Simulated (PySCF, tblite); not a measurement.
# C4H13BSSi: geometry, infrared bands and NMR shifts

What infrared bands and NMR shifts should C4H13BSSi (`C=CC[BH2-][S@+](C)[SiH3]`) show?

The runs use tblite 0.8.0 and PySCF 2.14.0, with density-fitted response routines of our own; the level of theory stands in each step. All values are computed, except where a source is named. Atoms are numbered from 0 throughout.

### 1 The molecule as given

20 atoms, charge 0, multiplicity 1; geometry from: force field or distance geometry start.

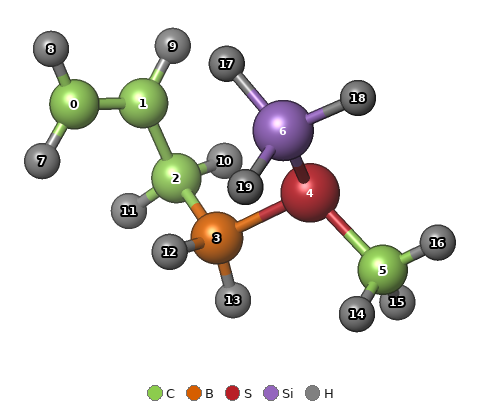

As it starts; carbon green, boron orange, sulfur red, silicon purple, hydrogen grey, atoms numbered; sticks join atoms by distance.

### 2 Optimising the geometry with GFN2-xTB

Job settings and geometry (Å):

```
{"job": {"kind": "relax", "xc": "GFN2-xTB", "basis": "xTB"}, "charge": 0, "multiplicity": 1}
C      2.801700    -0.698700     0.364400
C      2.067800    -0.376400    -0.725600
C      1.433700     0.963600    -0.871400
B      0.157100     1.158300     0.094500
S     -1.246600     0.046700    -0.420600
C     -2.805000     0.860000    -0.139800
Si    -1.185000    -1.761700     0.647200
H      2.930000     0.019300     1.180200
H      3.262500    -1.676700     0.443200
H      1.973100    -1.108800    -1.512800
H      1.078900     1.082000    -1.926600
H      2.164100     1.764100    -0.668900
H      0.455500     0.902300     1.238800
H     -0.199600     2.284600     0.056000
H     -2.907700     1.097900     0.945600
H     -2.842800     1.804900    -0.707700
H     -3.628500     0.200000    -0.452700
H      0.069200    -2.476000     0.358600
H     -2.326600    -2.601600     0.262400
H     -1.257000    -1.473100     2.096400
```

The run is started by

```sh
OMP_NUM_THREADS=1 python probes_run.py task.json out
```

This one command runs all jobs of the session in turn.

Output:

```text
step      E/eV     max force
  0    -581.28948    2.346
  1    -581.54229    1.453
  2    -581.66309    0.741
  3    -581.70229    0.421
  4    -581.72859    0.242
  5    -581.73757    0.239
  6    -581.74597    0.248
  7    -581.75366    0.217
  8    -581.76255    0.203
  9    -581.77123    0.216
 10    -581.77785    0.183
 11    -581.78194    0.148
 12    -581.78532    0.159
 13    -581.78922    0.160
 14    -581.79427    0.200
 15    -581.80059    0.196
 16    -581.80763    0.193
 17    -581.81463    0.182
 18    -581.82090    0.146
 19    -581.82577    0.157
 20    -581.82934    0.138
 21    -581.83225    0.149
 22    -581.83487    0.120
 23    -581.83753    0.136
 24    -581.84048    0.142
 25    -581.84362    0.137
 26    -581.84663    0.134
 27    -581.84925    0.098
 28    -581.85130    0.099
 29    -581.85289    0.087
 30    -581.85428    0.079
 31    -581.85545    0.080
 32    -581.85643    0.093
 33    -581.85733    0.076
 34    -581.85821    0.071
 35    -581.85914    0.069
 36    -581.86013    0.101
 37    -581.86121    0.116
 38    -581.86237    0.086
 39    -581.86367    0.094
 40    -581.86522    0.093
 41    -581.86706    0.136
 42    -581.86902    0.146
 43    -581.87076    0.095
 44    -581.87217    0.083
 45    -581.87344    0.095
 46    -581.87470    0.121
 47    -581.87583    0.099
 48    -581.87665    0.067
 49    -581.87720    0.058
 50    -581.87768    0.057
 51    -581.87823    0.069
 52    -581.87889    0.075
 53    -581.87965    0.059
 54    -581.88036    0.072
 55    -581.88072    0.058
 56    -581.88116    0.049
 57    -581.88153    0.044
 58    -581.88189    0.047
 59    -581.88216    0.044
 60    -581.88237    0.030
 61    -581.88256    0.031
 62    -581.88275    0.029
 63    -581.88289    0.029
 64    -581.88298    0.028
 65    -581.88306    0.028
 66    -581.88318    0.029
 67    -581.88332    0.033
 68    -581.88345    0.023
 69    -581.88353    0.020
 70    -581.88360    0.022
 71    -581.88372    0.033
 72    -581.88392    0.045
 73    -581.88419    0.045
 74    -581.88442    0.033
 75    -581.88456    0.034
 76    -581.88466    0.030
 77    -581.88479    0.028
 78    -581.88493    0.030
 79    -581.88506    0.032
 80    -581.88517    0.026
 81    -581.88530    0.024
 82    -581.88543    0.026
 83    -581.88555    0.022
 84    -581.88563    0.020
 85    -581.88569    0.017
 86    -581.88577    0.019
 87    -581.88587    0.020
 88    -581.88597    0.032
 89    -581.88606    0.034
 90    -581.88616    0.031
 91    -581.88627    0.026
 92    -581.88642    0.024
 93    -581.88653    0.023
 94    -581.88661    0.019
 95    -581.88668    0.023
 96    -581.88678    0.027
 97    -581.88691    0.025
 98    -581.88704    0.028
 99    -581.88716    0.025
100    -581.88730    0.028
101    -581.88749    0.039
102    -581.88775    0.041
103    -581.88799    0.028
104    -581.88814    0.019
105    -581.88821    0.020
106    -581.88827    0.018
107    -581.88833    0.025
108    -581.88838    0.015
109    -581.88842    0.012
110    -581.88846    0.012
111    -581.88849    0.013
112    -581.88853    0.015
113    -581.88856    0.011
114    -581.88859    0.011
115    -581.88861    0.009
```

It took 0.96 s on 1 thread of Arm Neoverse V1, shared host; peak memory 0.18 GiB.

The steps of the relaxation: (not every step is listed)

| step | energy from step 0 (eV) | largest force (eV/Å) |
| --- | --- | --- |
| 0 | 0.0000 | 2.3456 |
| 1 | -0.2528 | 1.4531 |
| 2 | -0.3736 | 0.7406 |
| 3 | -0.4128 | 0.4212 |
| 4 | -0.4391 | 0.2421 |
| 5 | -0.4481 | 0.2386 |
| 6 | -0.4565 | 0.2475 |
| 7 | -0.4642 | 0.2166 |
| 8 | -0.4731 | 0.2029 |
| 18 | -0.5314 | 0.1462 |
| 28 | -0.5618 | 0.0991 |
| 38 | -0.5729 | 0.0863 |
| 48 | -0.5872 | 0.0666 |
| 58 | -0.5924 | 0.0467 |
| 68 | -0.5940 | 0.0228 |
| 78 | -0.5955 | 0.0295 |
| 88 | -0.5965 | 0.0323 |
| 98 | -0.5976 | 0.0276 |
| 108 | -0.5989 | 0.0154 |
| 110 | -0.5990 | 0.0116 |
| 111 | -0.5990 | 0.0134 |
| 112 | -0.5990 | 0.0151 |
| 113 | -0.5991 | 0.0107 |
| 114 | -0.5991 | 0.0108 |
| 115 | -0.5991 | 0.0094 |

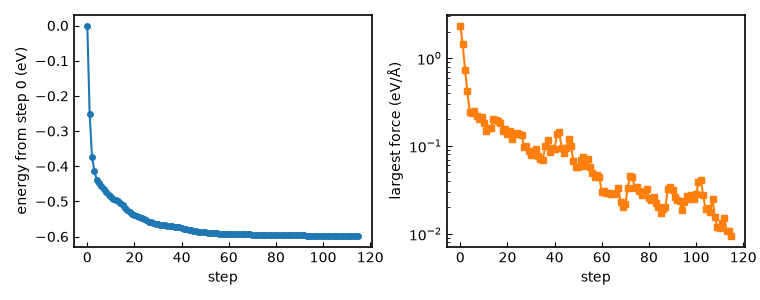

Energy and force, step by step.

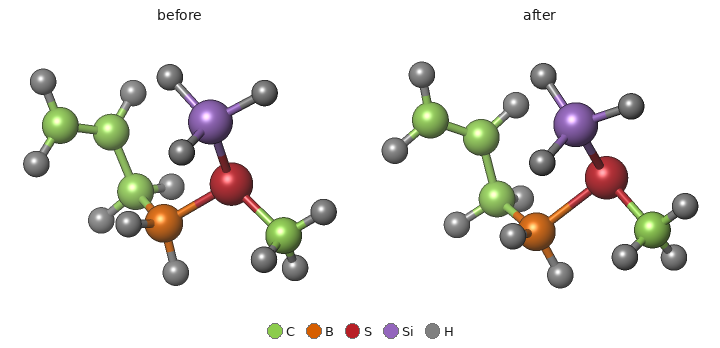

Before and after, at one scale.

Distances of close pairs at the start and the end, largest changes first:

| bond | before (Å) | after (Å) | change (Å) |
| --- | --- | --- | --- |
| B3–S4 | 1.863 | 2.049 | +0.186 |
| S4–Si6 | 2.101 | 2.194 | +0.093 |
| S4–C5 | 1.780 | 1.820 | +0.040 |
| C5–H14 | 1.116 | 1.085 | -0.031 |
| C0–C1 | 1.353 | 1.323 | -0.030 |
| C2–H10 | 1.120 | 1.093 | -0.027 |
| Si6–H19 | 1.479 | 1.456 | -0.024 |
| Si6–H17 | 1.472 | 1.449 | -0.023 |

The final coordinates are the input of the step that follows.

### 3 Vibrational analysis with GFN2-xTB

Job settings and geometry (Å):

```
{"job": {"kind": "ir", "xc": "GFN2-xTB", "basis": "xTB"}, "charge": 0, "multiplicity": 1}
C      2.834236    -0.833798     0.268314
C      1.971417    -0.346470    -0.608105
C      1.521696     1.067254    -0.688665
B      0.087903     1.324758     0.033126
S     -1.224139    -0.046293    -0.739332
C     -2.780257     0.696115    -0.157084
Si    -1.105443    -1.723849     0.669592
H      3.320239    -0.198407     0.990485
H      3.101229    -1.878138     0.296965
H      1.505814    -1.015215    -1.327639
H      1.468678     1.361129    -1.739907
H      2.254648     1.714418    -0.202042
H      0.068434     1.081355     1.198095
H     -0.427268     2.349702    -0.267375
H     -2.643192     1.083501     0.847424
H     -3.013675     1.511245    -0.834160
H     -3.569843    -0.048105    -0.183806
H      0.027056    -2.508337     0.221084
H     -2.389790    -2.395097     0.465567
H     -1.012892    -1.185090     2.018675
```

Output:

```text
mode    cm-1     km/mol
  1     -50.2      1.79
  2      50.0      0.75
  3      83.0      0.35
  4     117.4      1.97
  5     142.2      0.06
  6     146.2      2.89
  7     165.2      2.06
  8     194.3      1.84
  9     209.0      1.55
 10     296.7      8.33
 11     406.9     17.59
 12     415.6     11.50
 13     455.6     47.48
 14     532.8     34.83
 15     559.4     32.58
 16     636.5      3.56
 17     706.3    120.33
 18     719.4     26.73
 19     730.8     18.95
 20     755.1    248.64
 21     763.8    291.49
 22     826.4      7.60
 23     856.8     34.19
 24     871.0     16.30
 25     941.6      6.59
 26     947.8      1.26
 27     955.5      1.14
 28     993.1     17.41
 29    1030.9    202.53
 30    1032.3     48.91
 31    1094.5     94.28
 32    1203.9     16.46
 33    1216.6     80.07
 34    1239.0     21.04
 35    1305.1      8.19
 36    1318.8      0.21
 37    1419.4     10.23
 38    1438.9      4.73
 39    1454.8      9.26
 40    1488.7      2.73
 41    1707.1     35.68
 42    2274.1    213.70
 43    2338.1    129.86
 44    2404.9    158.15
 45    2451.6    177.41
 46    2501.4    175.21
 47    2956.7     49.61
 48    2975.4     33.08
 49    2995.6    107.61
 50    3035.5      3.99
 51    3045.8      5.39
 52    3059.7      0.72
 53    3085.9     35.66
 54    3110.5     61.94
```

Wall time 0.85 s (1 thread of Arm Neoverse V1, shared host); peak memory 0.18 GiB.

The strongest bands and the atoms that carry them (share of the mass-weighted mode):

| cm⁻¹ | km/mol | atoms |
| --- | --- | --- |
| 755 | 248.6 | H18 39 %, H17 28 %, H19 15 % |
| 764 | 291.5 | H18 46 %, H19 43 % |
| 1031 | 202.5 | H12 29 %, H9 17 %, B3 11 %, H13 10 % |
| 2274 | 213.7 | H18 96 % |
| 2338 | 129.9 | H19 95 % |
| 2405 | 158.2 | H17 96 % |
| 2452 | 177.4 | H12 91 % |
| 2501 | 175.2 | H13 92 % |

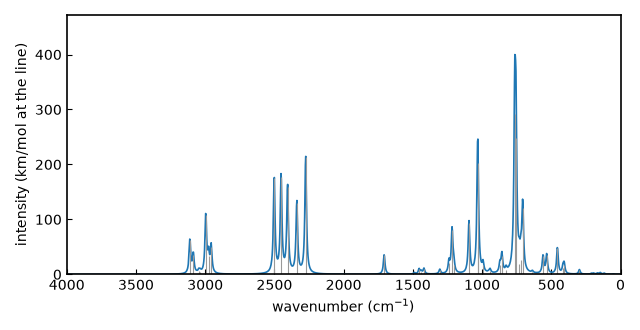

The infrared spectrum from these modes, unscaled. Lines are broadened to a width of 14 cm⁻¹ (Lorentzian).

### 4 Nuclear shieldings: PBE0/pcSseg-1

Settings changed since step 3:

```diff
@@ -1,2 +1,2 @@
-{"job": {"kind": "ir", "xc": "GFN2-xTB", "basis": "xTB"}, "charge": 0, "multiplicity": 1}
+{"job": {"kind": "nmr", "xc": "PBE0", "basis": "pcSseg-1"}, "charge": 0, "multiplicity": 1}
 C      2.834236    -0.833798     0.268314
```

Level: GIAO PBE0/pcSseg-1 NMR shielding, non-relativistic, gas phase.

Output:

```text
coarse grid: 16744 points
cycle   1  E = -872.0879958824  dE =  4.214e-01  |g| = 4.720e-01  |ddm| = 3.825e+00
cycle   2  E = -872.0788433758  dE =  9.153e-03  |g| = 5.143e-01  |ddm| = 1.163e+00
cycle   3  E = -872.1575106006  dE = -7.867e-02  |g| = 5.329e-02  |ddm| = 6.384e-01
cycle   4  E = -872.1578932162  dE = -3.826e-04  |g| = 3.655e-02  |ddm| = 7.326e-02
cycle   5  E = -872.1582188832  dE = -3.257e-04  |g| = 8.980e-03  |ddm| = 3.530e-02
cycle   6  E = -872.1582395206  dE = -2.064e-05  |g| = 1.810e-03  |ddm| = 9.240e-03
cycle   7  E = -872.1582403272  dE = -8.066e-07  |g| = 3.957e-04  |ddm| = 2.052e-03
final grid: 149552 points
cycle   8  E = -872.2012089095  dE = -4.190e-05  |g| = 8.624e-03  |ddm| = 2.953e-02
cycle   9  E = -872.2012030556  dE =  5.854e-06  |g| = 9.904e-03  |ddm| = 1.629e-02
cycle  10  E = -872.2012282845  dE = -2.523e-05  |g| = 7.265e-04  |ddm| = 8.934e-03
cycle  11  E = -872.2012284136  dE = -1.291e-07  |g| = 2.546e-04  |ddm| = 8.634e-04
cycle  12  E = -872.2012284279  dE = -1.432e-08  |g| = 9.110e-05  |ddm| = 2.660e-04
cycle  13  E = -872.2012284301  dE = -2.188e-09  |g| = 2.769e-05  |ddm| = 1.260e-04
cycle  14  E = -872.2012284303  dE = -2.001e-10  |g| = 4.197e-06  |ddm| = 3.134e-05
converged SCF energy = -872.2012284303

GIAO shielding tensors (ppm)
atom      isotropic    diamagn.    paramagn.     s11        s22        s33       span
  0 C       71.072     254.096    -183.023    -38.222     93.717    157.721    195.943
  1 C       29.508     259.136    -229.628   -101.409     31.820    158.113    259.522
  2 C      156.334     249.229     -92.895    142.074    153.173    173.756     31.682
  3 B      104.254     190.857     -86.603     79.499    104.418    128.845     49.346
  4 S      649.590    1061.537    -411.947    558.927    617.651    772.193    213.266
  5 C      162.769     252.381     -89.612    143.020    156.151    189.137     46.117
  6 Si     379.087     881.050    -501.963    321.577    368.483    447.200    125.623
  7 H       26.468      31.703      -5.235     22.942     25.773     30.690      7.748
  8 H       26.747      30.697      -3.949     23.168     26.098     30.976      7.808
  9 H       25.562      34.670      -9.108     21.054     25.628     30.004      8.950
 10 H       29.887      31.356      -1.469     26.808     28.063     34.790      7.982
 11 H       30.004      31.613      -1.608     26.043     28.355     35.614      9.571
 12 H       29.164      32.978      -3.813     25.069     28.511     33.914      8.845
 13 H       28.759      33.047      -4.288     24.690     28.811     32.777      8.087
 14 H       29.681      30.998      -1.317     24.941     27.727     36.374     11.434
 15 H       29.276      29.991      -0.715     23.886     26.298     37.644     13.758
 16 H       29.937      29.734       0.204     24.287     27.353     38.172     13.885
 17 H       26.796      31.103      -4.307     22.409     26.439     31.541      9.132
 18 H       27.255      30.082      -2.828     23.175     25.369     33.220     10.044
 19 H       27.378      30.372      -2.994     24.346     25.728     32.060      7.713
```

It took 57 s on 1 thread of Arm Neoverse V1, shared host; peak memory 0.88 GiB.

Shifts follow as δ = σ(reference) − σ, with reference shieldings (ppm) from runs at the same level and on the same kind of geometry: ¹H TMS 31.72, ¹³C TMS 186.9, ²⁹Si TMS 349.2, ¹¹B BF3·OEt2 100.1, ³³S CS2 504. The references are single molecules in the gas phase. Atoms listed in one row are averaged.

| atoms | environment | σ (ppm) | δ (ppm) | δ scaled to CDCl3 |
| --- | --- | --- | --- | --- |
| C1 | alkene CH | 29.5 | 157.4 | 151.7 |
| C0 | terminal =CH2 carbon | 71.1 | 115.9 | 111.2 |
| C2 | allylic sp3 CH2 bonded to B | 156.3 | 30.6 | 27.9 |
| C5 | methyl carbon bonded to S | 162.8 | 24.2 | 17.3 |
| H9 | hydrogen on an alkene CH | 25.56 | 6.15 | 5.91 |
| H7 | hydrogen on a terminal =CH2 carbon | 26.47 | 5.25 | 5.05 |
| H8 | hydrogen on a terminal =CH2 carbon | 26.75 | 4.97 | 4.79 |
| H17, H18, H19 | hydrogen on a silicon bonded to S | 27.14 | 4.57 | – |
| H13 | hydrogen on a boron bonded to C, S | 28.76 | 2.96 | – |
| H12 | hydrogen on a boron bonded to C, S | 29.16 | 2.55 | – |
| H14, H15, H16 | hydrogen on a methyl carbon bonded to S | 29.63 | 2.09 | 2.07 |
| H10 | hydrogen on an allylic sp3 CH2 bonded to B | 29.89 | 1.83 | 1.83 |
| H11 | hydrogen on an allylic sp3 CH2 bonded to B | 30.00 | 1.71 | 1.72 |
| B3 | boron bonded to C, S, 2 H | 104.3 | -4.2 | – |
| S4 | sulfur bonded to C, B, Si | 650 | -146 | – |
| Si6 | silicon bonded to S, 3 H | 379.1 | -29.9 | – |

The scaled column applies a straight-line fit of computed shieldings to shifts measured in CDCl3, with any fitted terms for Cl, Br or S neighbours (root-mean-square error 0.16 ppm for H, 1.9 ppm for C).

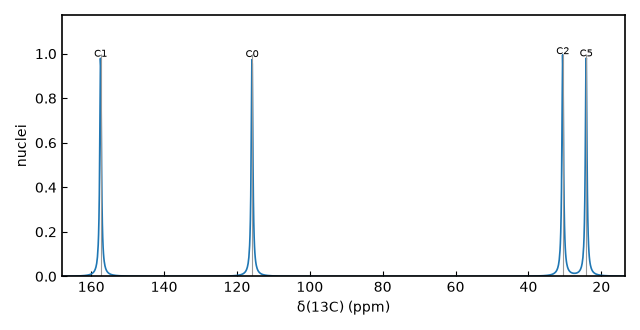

¹³C lines at the computed shifts, without couplings. Lines are broadened to a width of 0.53 ppm (Lorentzian).

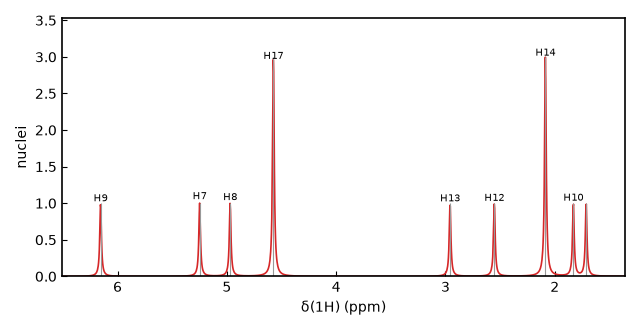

¹H lines at the computed shifts, without couplings. Lines are broadened to a width of 0.02 ppm (Lorentzian).

The run also stored atomic charges by several schemes (e):

| atoms | Mulliken | IAO | Hirshfeld | ESP fit |
| --- | --- | --- | --- | --- |
| C0 | -0.16 | -0.35 | -0.12 | -0.59 |
| C1 | -0.31 | -0.12 | -0.04 | 0.08 |
| C2 | -0.31 | -0.39 | -0.15 | -0.44 |
| B3 | -0.04 | -0.29 | -0.05 | 0.34 |
| S4 | -0.23 | 0.19 | 0.14 | -0.08 |
| C5 | -0.36 | -0.50 | -0.10 | -0.49 |
| Si6 | 0.49 | 0.56 | 0.34 | 0.31 |

Hirshfeld charges:

C0 -0.12; C1 -0.04; C2 -0.15; B3 -0.05; S4 0.14; C5 -0.10; Si6 0.34; H7 0.04; H8 0.03; H9 0.03; H10 0.03; H11 0.04; H12 -0.10; H13 -0.09; H14 0.06; H15 0.06; H16 0.05; H17 -0.05; H18 -0.07; H19 -0.05

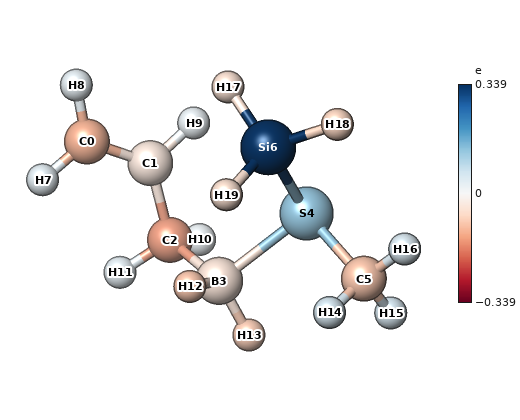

Hirshfeld charges, as colours on the atoms.

Mayer bond orders: C0–C1 1.96, C1–C2 1.05, C2–B3 0.93, B3–S4 0.54, S4–C5 0.98, S4–Si6 0.81.

The fields below are evaluated on a grid from the run's orbitals.

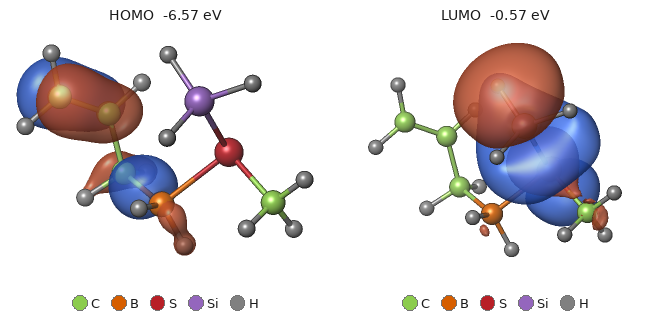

PBE0/pcSseg-1 orbitals near the gap, drawn at the value that encloses 70 % of each; the two colours are the two signs.

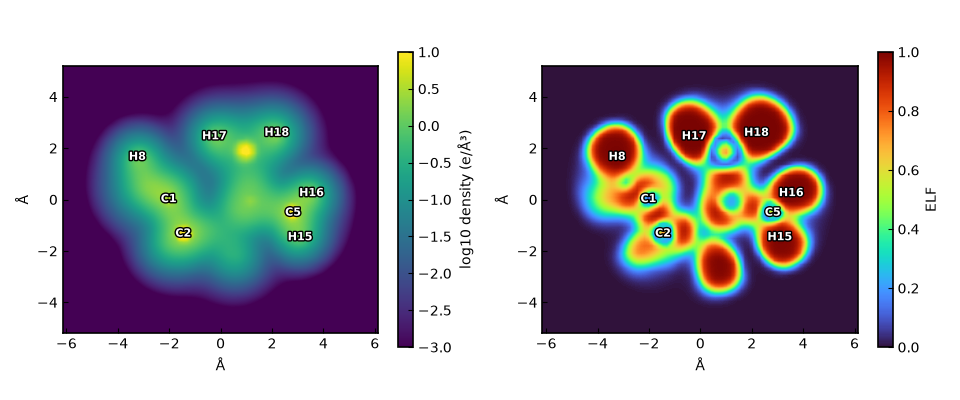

Density (left) and ELF (right) in a plane through or near 8 of the atoms.

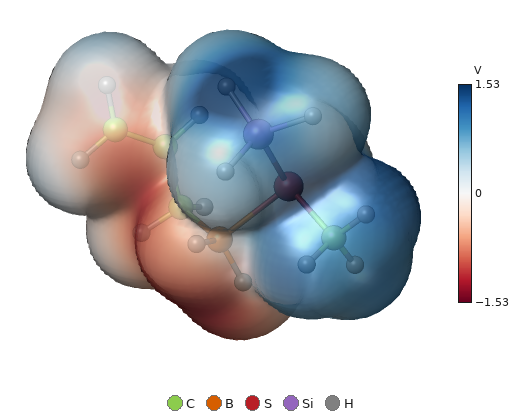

The potential that a unit positive charge feels on the 0.002 e/bohr³ surface, from -1.11 V near C0 to 1.53 V near H19.

### 5 What came out

```
                                                              quantity                                                     value
                             strongest single infrared mode (GFN2-xTB)                                      764 cm⁻¹, 291 km/mol
                                          zero-point energy (GFN2-xTB)                                             96.7 kcal/mol
                                ¹³C shifts against TMS (PBE0/pcSseg-1)                              157.4, 115.9, 30.6, 24.2 ppm
¹H shifts against TMS (PBE0/pcSseg-1, means over atoms taken as alike)  6.15, 5.25, 4.97, 4.57, 2.96, 2.55, 2.09, 1.83, 1.71 ppm
                           ¹¹B shifts against BF3·OEt2 (PBE0/pcSseg-1)                                                  -4.2 ppm
                                ³³S shifts against CS2 (PBE0/pcSseg-1)                                                  -146 ppm
                               ²⁹Si shifts against TMS (PBE0/pcSseg-1)                                                 -29.9 ppm
                                 surface potential, least and greatest                                        -1.11 V and 1.53 V
```

In words: Relaxing lowered the energy by 0.599 eV in 115 steps; the close pair that moved most is B3–S4, from 1.863 to 2.049 Å. The lowest mode is imaginary (50i cm⁻¹), so the xTB geometry is not a minimum. The strongest single mode, at 764 cm⁻¹, moves mainly H18 and H19. GFN2-xTB is a fitted tight-binding method: band positions and strengths are rough. Its intensities can rank the bands wrongly. The most deshielded carbon is C1 (alkene CH), at 157.4 ppm: the olefinic region. The most deshielded hydrogen is H9 (hydrogen on an alkene CH), at 6.15 ppm: attached to an sp2 carbon and in the plane of the double bond. At PBE0/pcSseg-1: The largest span, 260 ppm, is at C1, where the paramagnetic term is -230 ppm. At PBE0/pcSseg-1, counted by nearest atom on the grid, the HOMO lies on C0 34 %; C1 22 %, the LUMO on Si6 23 %; S4 18 %.
